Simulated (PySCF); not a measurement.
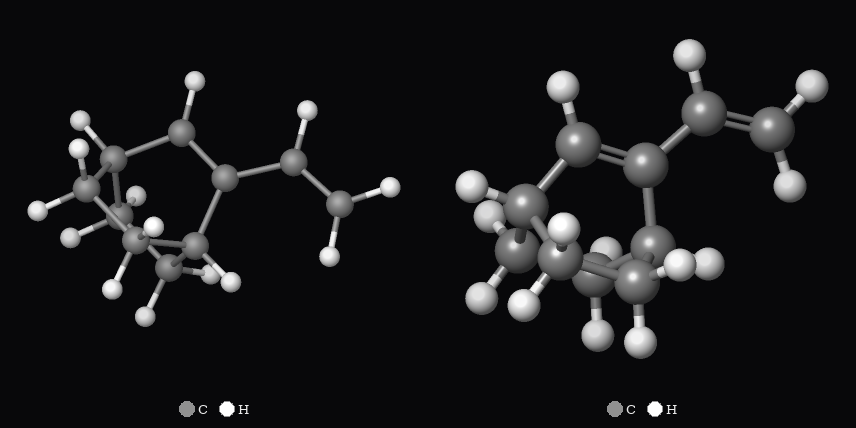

Two views of one molecule.

The geometry was computed by an optimisation with PBE0-D3(BJ)/def2-SVP. No frequency run is at hand to confirm it as a minimum.

Question: Count the atoms of each element.

Answer: C10H14, 24 atoms: 10 carbon and 14 hydrogen.

Question: Count the bonded pairs by element.

Answer: 14 C–H, 11 C–C.

Question: Describe its rings.

Answer: Independent rings (smallest set): 2 of 6 members.

More results for the same structure follow; atom numbers are the same in all pictures, views and colours differ.

### Geometry

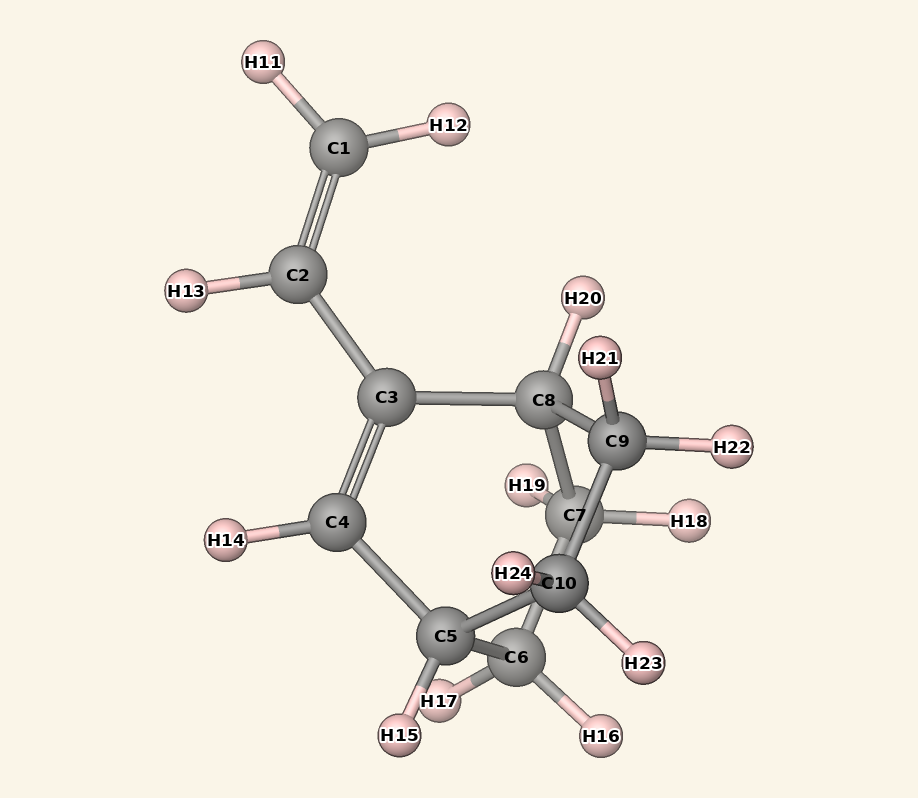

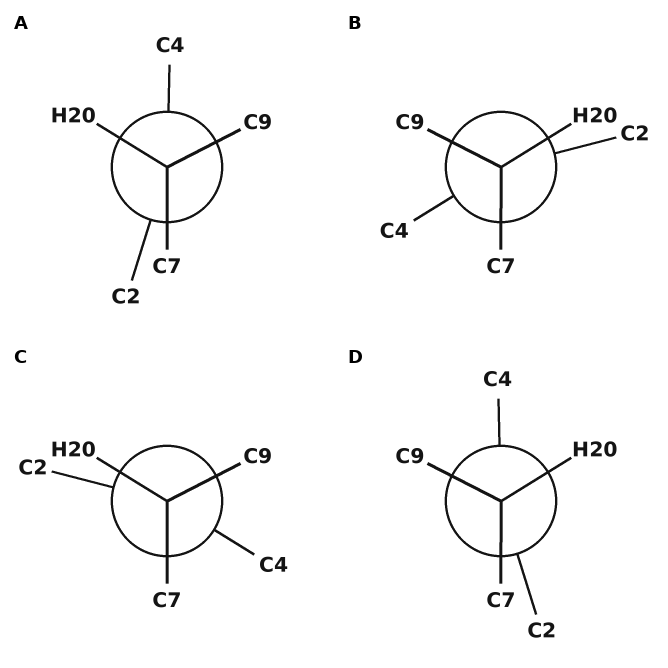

Distant atoms are faded towards the background colour. Bonds that would overlap in a projection are set slightly apart. No frequency run is at hand to confirm it as a minimum.

Question: Which Newman projection shows the view along C8–C3, with C8 in front?

Answer: B. The torsion angle C7–C8–C3–C2 is −121°, anticlinal.

### Electronic properties

No frequency run is at hand to confirm it as a minimum. Properties computed with PBE0/pcSseg-1 in acetone (IEF-PCM) (PySCF 2.14.0).

Question: Estimate the dipole moment.

Answer: 0.89 D.

Question: What is the LUMO energy (Kohn–Sham orbital)?

Answer: −0.66 eV.

Question: What is the HOMO energy (Kohn–Sham orbital)?

Answer: −6.35 eV.

### NMR shielding

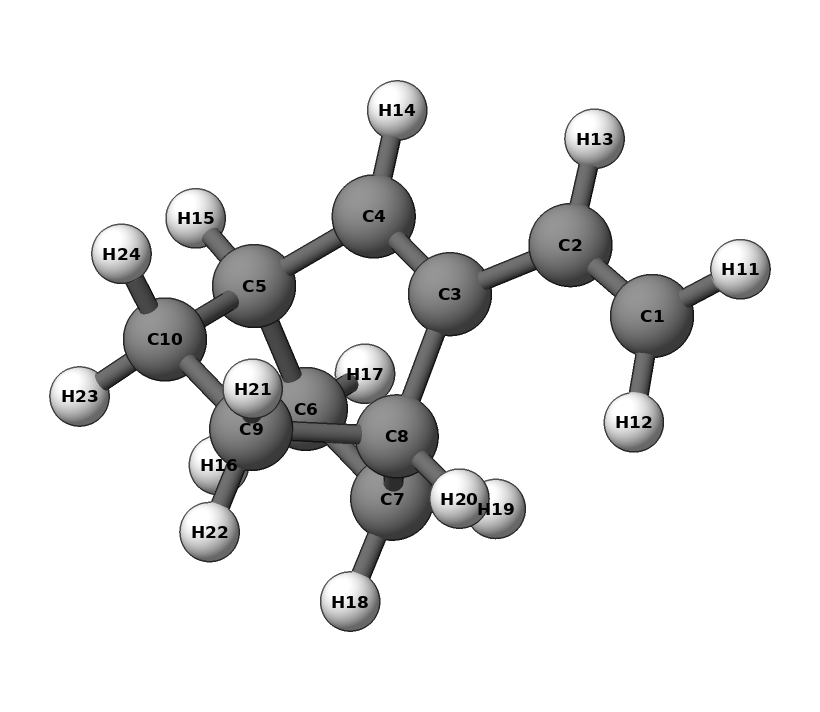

No frequency run is at hand to confirm it as a minimum. Method: GIAO PBE0/pcSseg-1 NMR shielding, non-relativistic, IEF-PCM chloroform (PySCF 2.14.0). Principal shieldings σ11 ≤ σ22 ≤ σ33, span Ω = σ33 − σ11, skew κ = 3(σiso − σ22)/Ω.

Give the shielding tensors of the C atoms.

```
   atom    σ11    σ22    σ33   σiso      Ω      κ
     C1  −37.2   72.8  169.1   68.2  206.3  −0.07
     C2  −71.5   50.5  145.0   41.3  216.4  −0.13
     C3  −75.8   12.9  157.5   31.5  233.3   0.24
     C4  −63.7   33.1  146.6   38.6  210.3   0.08
     C5  138.2  155.6  159.3  151.0   21.0  −0.65
C6, C10  146.1  151.7  169.0  155.6   22.9   0.51
 C7, C9  148.5  152.3  170.4  157.1   21.8   0.66
     C8  141.3  155.3  168.7  155.1   27.5  −0.02
```

Shieldings and span in ppm.

### Ring current

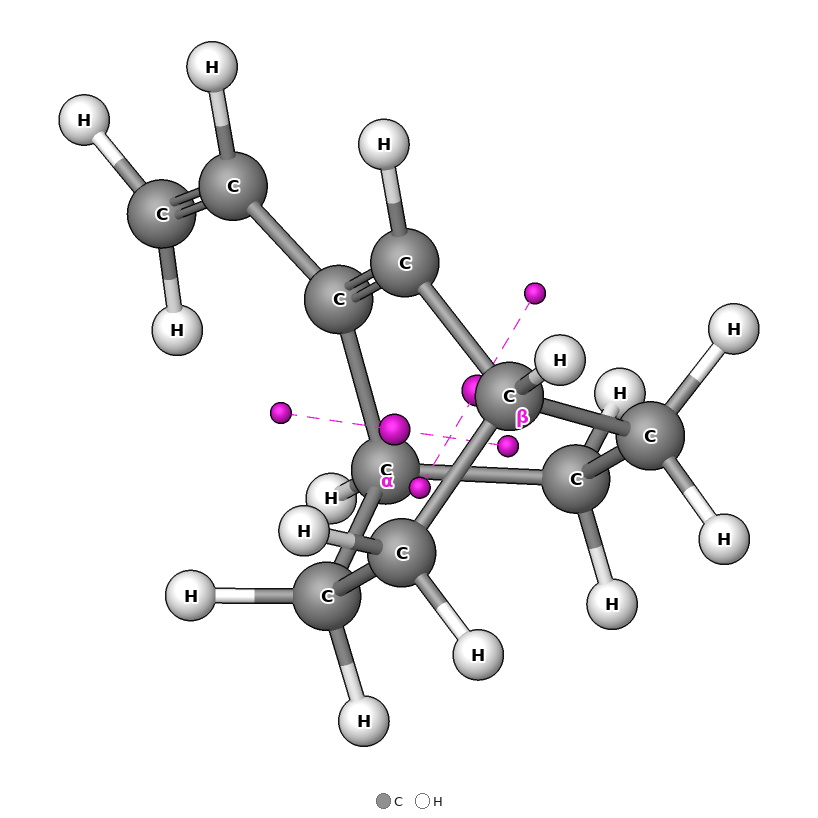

The small points mark where nucleus-independent chemical shifts (NICS) were computed: at the centre of each lettered ring and 1 Å above and below it. No frequency run is at hand to confirm it as a minimum. Method: GIAO PBE0/pcSseg-1 NMR shielding, non-relativistic, IEF-PCM chloroform (PySCF 2.14.0).

Give NICS(0), NICS(1) and the out-of-plane component NICS(1)zz for each ring (means of the two sides).

```csv
ring,members,NICS(0),NICS(1),NICS(1)zz
α,C6,−4.6,−6.6,−10.8
β,C6,−4.6,−6.6,−10.8
```

Values in ppm.
